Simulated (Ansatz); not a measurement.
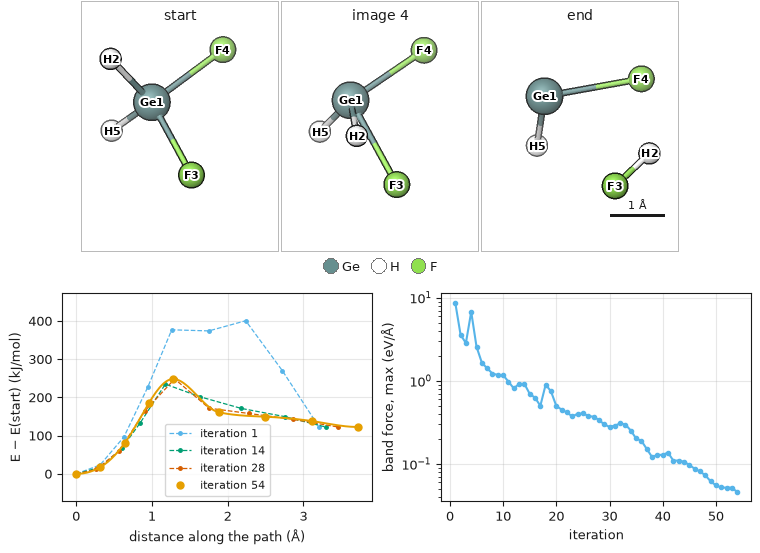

NEB run on GeH₂F₂. Images are numbered from 0 (start) to 8 (end). The plot follows the band through its iterations. A ball-and-stick model, seen from a free direction.

Level of theory: RKS B3LYP/def2-SVP (Ansatz 0.2.0).

The input:
```yaml
crystal:
  periodic: [false, false, false]
  atoms:
    - { symbol: Ge, position_ang: [0.203016, -0.056665, 0.240097] }
    - { symbol: H, position_ang: [0.21071, 0.063896, 1.767697] }
    - { symbol: F, position_ang: [1.851161, -0.012953, -0.305497] }
    - { symbol: F, position_ang: [-0.533442, 1.378168, -0.404122] }
    - { symbol: H, position_ang: [-0.476745, -1.266347, -0.410274] }
basis:
  gaussian: { orbitals: def2-SVP }
hamiltonian:
  xc: b3lyp
neb:
  order_check: false
  images: 7
  f_tol: 0.05
  max_iterations: 60
  max_displacement: 0.5
  optimiser: fire
  final_atoms:
    - { symbol: Ge, position_ang: [-0.62305126, -0.64374702, 0.63208794] }
    - { symbol: H, position_ang: [1.12420062, 0.79964224, 0.35078205] }
    - { symbol: F, position_ang: [1.59741541, 0.00583696, 0.62468287] }
    - { symbol: F, position_ang: [-0.43262577, 1.13134014, 0.15017173] }
    - { symbol: H, position_ang: [-0.411239, -1.18697333, -0.86982359] }
  initial_path:
    images:
      - { positions_ang: [[0.203016, -0.056665, 0.240097], [0.21071, 0.063896, 1.767697], [1.851161, -0.012953, -0.305497], [-0.533442, 1.378168, -0.404122], [-0.476745, -1.266347, -0.410274]] }
      - { positions_ang: [[0.15217455, -0.04252695, 0.18020002], [0.39980875, 0.04816277, 1.69045242], [1.84137865, -0.00970071, -0.10403171], [-0.59822094, 1.37623403, -0.44271044], [-0.54044101, -1.26607015, -0.43600929]] }
      - { positions_ang: [[0.10133309, -0.0283889, 0.12030305], [0.5889075, 0.03242954, 1.61320784], [1.8315963, -0.00644842, 0.09743358], [-0.66299988, 1.37430007, -0.48129888], [-0.60413702, -1.26579329, -0.46174459]] }
      - { positions_ang: [[0.05049164, -0.01425084, 0.06040607], [0.77800626, 0.0166963, 1.53596325], [1.82181395, -0.00319612, 0.29889887], [-0.72777881, 1.3723661, -0.51988731], [-0.66783303, -1.26551644, -0.48747988]] }
      - { positions_ang: [[-0.00034982, -0.00011279, 0.00050909], [0.96710501, 0.00096307, 1.45871867], [1.8120316, 5.617e-05, 0.50036416], [-0.79255775, 1.37043213, -0.55847575], [-0.73152904, -1.26523958, -0.51321517]] }
      - { positions_ang: [[-0.15602518, -0.16102135, 0.1584038], [1.00637891, 0.20063287, 1.18173452], [1.75837755, 0.00150137, 0.53144384], [-0.70257475, 1.31065913, -0.38131388], [-0.65145653, -1.24567302, -0.60236728]] }
      - { positions_ang: [[-0.31170054, -0.3219299, 0.31629852], [1.04565281, 0.40030266, 0.90475036], [1.7047235, 0.00294657, 0.56252352], [-0.61259176, 1.25088614, -0.20415201], [-0.57138402, -1.22610645, -0.69151938]] }
      - { positions_ang: [[-0.4673759, -0.48283846, 0.47419323], [1.08492672, 0.59997245, 0.6277662], [1.65106946, 0.00439176, 0.5936032], [-0.52260876, 1.19111314, -0.02699014], [-0.49131151, -1.20653989, -0.78067149]] }
      - { positions_ang: [[-0.62305126, -0.64374702, 0.63208794], [1.12420062, 0.79964224, 0.35078205], [1.59741541, 0.00583696, 0.62468287], [-0.43262577, 1.13134014, 0.15017173], [-0.411239, -1.18697333, -0.86982359]] }
```

Launched with:
```bash
ansatz run input.yaml --threads 1 --pin off --max-ram 2048MiB --backend cpu --events-out ev --progress --plain --runs-dir out
```

**Did the band converge, and can the barrier be trusted?**

The run is converged, with reservations. The band converged in 54 iterations. The largest component of the band force went from 8.7 to 0.046 eV/Å. The climbing image converged on the top of the path. Its curvatures weren't checked. The step length is far from the usual. The first iteration put the highest image at 400.7 kJ/mol. The highest point, image 4, lies 248.2 kJ/mol above the start and 125.5 kJ/mol above the end; the end is at +122.8 kJ/mol relative to the start.

Cost: 11 min on 1 thread of Arm Neoverse V1, on a shared host, peak memory 0.14 GiB.
